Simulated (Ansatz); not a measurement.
# CH₄GeOS: how energies converge with the basis set

Aim: see how fast density functionals converge with the basis set for CH₄GeOS.

Program: Ansatz 0.2.0, Gaussian basis. Level of theory: one geometry, several basis sets. These are calculated values, not measurements.

Levels to be run: PBE0-D4/def2-SVP; ωB97M-V/def2-SVP; PBE0-D4/def2-QZVPP; ωB97M-V/def2-QZVPP; the functionals' def2-TZVPP values are taken from earlier runs.

### Step 1. The geometry

The geometry comes from an earlier relaxation with PBE0-D4 in a triple-zeta def2 set; it is a stationary point, not always the lowest conformer.

SMILES `O=[C](S)[GeH3]`, 8 atoms, charge 0, spin multiplicity 1.

Atoms are counted from 1 here; the program's logs count them from 0.

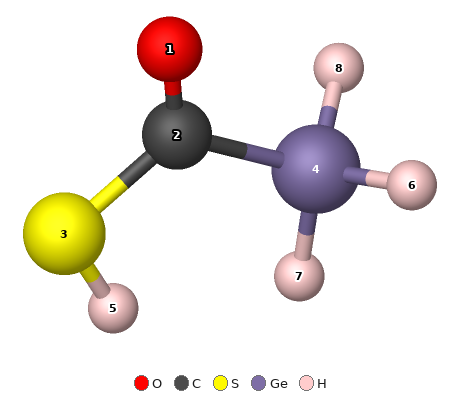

The geometry (oxygen red, carbon dark grey, sulfur yellow, germanium purple, hydrogen pink); atoms are numbered from 1 in the order of the file.

### Step 2. PBE0-D4 in def2-SVP

Input file in.yaml:

```yaml
crystal:
  periodic: [false, false, false]
  atoms:
    - {symbol: O, position_ang: [0.617593, -1.009884, 1.785904]}
    - {symbol: C, position_ang: [0.665656, -0.354650, 0.785630]}
    - {symbol: S, position_ang: [2.210225, 0.388338, 0.274134]}
    - {symbol: Ge, position_ang: [-0.981105, -0.059913, -0.325398]}
    - {symbol: H, position_ang: [1.730830, 0.960156, -0.841104]}
    - {symbol: H, position_ang: [-1.946107, 0.784496, 0.514215]}
    - {symbol: H, position_ang: [-0.623189, 0.672069, -1.628951]}
    - {symbol: H, position_ang: [-1.581802, -1.437714, -0.620327]}
basis:
  gaussian: {orbitals: def2-SVP}
hamiltonian: {xc: pbe0, dispersion: d4}
output: {orbitals: {seedname: orbitals}}
```

The run is started by

```console
> ansatz run in.yaml --threads 4 --pin off --events-out ev --progress --plain --max-ram 10444MiB
```

Output:

```text
Functional definition: PBE0
  name "PBE0"
  cite "Adamo & Barone, J. Chem. Phys. 110, 6158 (1999) doi:10.1063/1.478522"
  cite "Perdew, Burke & Ernzerhof, Phys. Rev. Lett. 77, 3865 (1996) doi:10.1103/PhysRevLett.77.3865"
  parent pbe
  parameter a = 0.25
  parameter kappa = 0.804
  parameter beta = 0.06672455060314922
  exchange = (1 - a)*pbe_x(kappa = kappa, mu = beta*pi^2/3) + a*exact_x
  correlation = pbe_c(beta = beta)
954 factors; integrals over basis functions are off by at most 1.4e-3 eV
mean field evaluation 1: about -70471.1639 eV, gradient 4.4e1 eV
mean field evaluation 2: about -70455.5657 eV, gradient 9.7e1 eV
mean field evaluation 4: about -70474.8310 eV, gradient 6.0e0 eV
mean field evaluation 8: about -70474.9773 eV, gradient 1.0e-1 eV
mean field evaluation 16: about -70474.9774 eV, gradient 7.1e-5 eV
mean field -70474.97736055 eV, -2589.9076483448 hartree, gradient 7.1e-5 eV, S^2 0.000000; 0 other end points of the search recorded, 0 dependent functions left out
reference -70474.97738331 eV, -2589.9076491812 hartree; 33, 33 occupied and 65, 65 virtual orbitals, 954 factors
Total energy: -70475.13178813 eV, -2589.9133234538 hartree
```

Wall time 0.8 s (4 threads of Arm Neoverse V2, shared host).

### Step 3. ωB97M-V in def2-SVP

in.yaml: that of step 2 with these lines changed.

```diff
@@ -13,3 +13,3 @@
   gaussian: {orbitals: def2-SVP}
-hamiltonian: {xc: pbe0, dispersion: d4}
+hamiltonian: {xc: {name: wB97M-V}}
 output: {orbitals: {seedname: orbitals}}
```

Launched as before.

Output, cut to the lines that bear on the results:

```text
Functional definition: wB97M-V
  name "wB97M-V"
  cite "Mardirossian & Head-Gordon, J. Chem. Phys. 144, 214110 (2016) doi:10.1063/1.4952647"
  cite "Becke, J. Chem. Phys. 107, 8554 (1997) doi:10.1063/1.475007"
  cite "Vydrov & Van Voorhis, J. Chem. Phys. 133, 244103 (2010) doi:10.1063/1.3521275"
  # Of w^i u^j: cxij and so on, Table III.
[...]
  gx(w, u) = 1 - cx + cx01*u + cx10*w
  gss(w, u) = css00 + css04*u^4 + css10*w + css20*w^2 + css43*w^4*u^3
  gos(w, u) = cos00 + cos10*w + (cos20 + cos21*u)*w^2 + (cos60 + cos61*u)*w^6
[...]
      + integral(e_c_pw_mod_opposite_spin*gos(b97_w_opposite, b97_u_opposite)) + vv10(b, c)
954 factors; integrals over basis functions are off by at most 1.4e-3 eV
263 factors; integrals over basis functions are off by at most 5.1e-6 eV
[...]
mean field -70484.33880906 eV, -2590.2516752321 hartree, gradient 6.1e-5 eV, S^2 0.000000; 0 other end points of the search recorded, 0 dependent functions left out
reference -70484.33884552 eV, -2590.2516765720 hartree; 33, 33 occupied and 65, 65 virtual orbitals, 954 factors
Total energy: -70484.33884552 eV, -2590.2516765720 hartree
```

It took 3.5 s on 4 threads of Arm Neoverse V2, shared host.

### Step 4. PBE0-D4 in def2-QZVPP

in.yaml: that of step 3 with these lines changed.

```diff
@@ -12,4 +12,4 @@
 basis:
-  gaussian: {orbitals: def2-SVP}
-hamiltonian: {xc: {name: wB97M-V}}
+  gaussian: {orbitals: "def2-QZVPP.json"}
+hamiltonian: {xc: pbe0, dispersion: d4}
 output: {orbitals: {seedname: orbitals}}
```

The command is unchanged.

Output:

```text
Functional definition: PBE0
  name "PBE0"
  cite "Adamo & Barone, J. Chem. Phys. 110, 6158 (1999) doi:10.1063/1.478522"
  cite "Perdew, Burke & Ernzerhof, Phys. Rev. Lett. 77, 3865 (1996) doi:10.1103/PhysRevLett.77.3865"
  parent pbe
  parameter a = 0.25
  parameter kappa = 0.804
  parameter beta = 0.06672455060314922
  exchange = (1 - a)*pbe_x(kappa = kappa, mu = beta*pi^2/3) + a*exact_x
  correlation = pbe_c(beta = beta)
1529 factors; their error is unknown
mean field evaluation 1: about -70486.0784 eV, gradient 5.3e1 eV
mean field evaluation 2: about -70463.9182 eV, gradient 1.1e2 eV
mean field evaluation 4: about -70490.9273 eV, gradient 1.0e1 eV
mean field evaluation 8: about -70491.1212 eV, gradient 2.5e-1 eV
mean field evaluation 16: about -70491.2771 eV, gradient 1.8e-4 eV
mean field -70491.27707068 eV, -2590.5066516439 hartree, gradient 2.4e-5 eV, S^2 0.000000; 0 other end points of the search recorded, 0 dependent functions left out
reference -70491.27710658 eV, -2590.5066529630 hartree; 33, 33 occupied and 360, 360 virtual orbitals, 1529 factors
Total energy: -70491.43151140 eV, -2590.5123272356 hartree
```

Run time: 5.5 s. Hardware: 4 threads of Arm Neoverse V2, shared host; peak memory 1.4 GiB.

### Step 5. ωB97M-V in def2-QZVPP

in.yaml: that of step 4 with these lines changed.

```diff
@@ -13,3 +13,3 @@
   gaussian: {orbitals: "def2-QZVPP.json"}
-hamiltonian: {xc: pbe0, dispersion: d4}
+hamiltonian: {xc: {name: wB97M-V}}
 output: {orbitals: {seedname: orbitals}}
```

Same command.

Output, cut to the lines that bear on the results:

```text
Functional definition: wB97M-V
  name "wB97M-V"
  cite "Mardirossian & Head-Gordon, J. Chem. Phys. 144, 214110 (2016) doi:10.1063/1.4952647"
  cite "Becke, J. Chem. Phys. 107, 8554 (1997) doi:10.1063/1.475007"
  cite "Vydrov & Van Voorhis, J. Chem. Phys. 133, 244103 (2010) doi:10.1063/1.3521275"
  # Of w^i u^j: cxij and so on, Table III.
[...]
  gx(w, u) = 1 - cx + cx01*u + cx10*w
  gss(w, u) = css00 + css04*u^4 + css10*w + css20*w^2 + css43*w^4*u^3
  gos(w, u) = cos00 + cos10*w + (cos20 + cos21*u)*w^2 + (cos60 + cos61*u)*w^6
[...]
      + integral(e_c_pw_mod_opposite_spin*gos(b97_w_opposite, b97_u_opposite)) + vv10(b, c)
1489 factors; their error is unknown
315 factors; integrals over basis functions are off by at most 1.4e-5 eV
[...]
mean field -70500.66399869 eV, -2590.8516148853 hartree, gradient 7.8e-5 eV, S^2 0.000000; 0 other end points of the search recorded, 0 dependent functions left out
reference -70500.66405565 eV, -2590.8516169788 hartree; 33, 33 occupied and 360, 360 virtual orbitals, 1489 factors
Total energy: -70500.66405565 eV, -2590.8516169788 hartree
```

Run time: 13 s. Hardware: 4 threads of Arm Neoverse V2, shared host; peak memory 1.6 GiB.

### Step 6. Functionals by basis

The def2-TZVPP values come from earlier runs at the same geometry.

| functional | basis | functions | energy (eV) | from the largest (eV) | HOMO (eV) | LUMO (eV) |
| --- | --- | --- | --- | --- | --- | --- |
| PBE0-D4 | def2-SVP | 98 | -70475.1318 | 16.300 | -7.19 | -1.11 |
| PBE0-D4 | def2-TZVPP | 208 | -70489.7018 | 1.730 | -7.29 | -1.33 |
| PBE0-D4 | def2-QZVPP | 393 | -70491.4315 | 0.000 | -7.32 | -1.39 |
| ωB97M-V | def2-SVP | 98 | -70484.3388 | 16.325 | -9.29 | 1.17 |
| ωB97M-V | def2-TZVPP | 208 | -70498.9818 | 1.682 | -9.43 | 0.88 |
| ωB97M-V | def2-QZVPP | 393 | -70500.6641 | 0.000 | -9.46 | 0.79 |

### Step 7. What came out

| quantity | value |
| --- | --- |
| PBE0-D4: double and triple zeta above quadruple | 16.30, 1.73 eV |
| ωB97M-V: double and triple zeta above quadruple | 16.33, 1.68 eV |

For PBE0-D4 the step from double to triple zeta gains 14.57 eV and the next only 1.73 eV. These are total energies; as a rule much of such shifts cancels in differences, which this series doesn't test.

For PBE0-D4 the largest set took about 7 times as long as the smallest (5.5 s against 0.8 s).
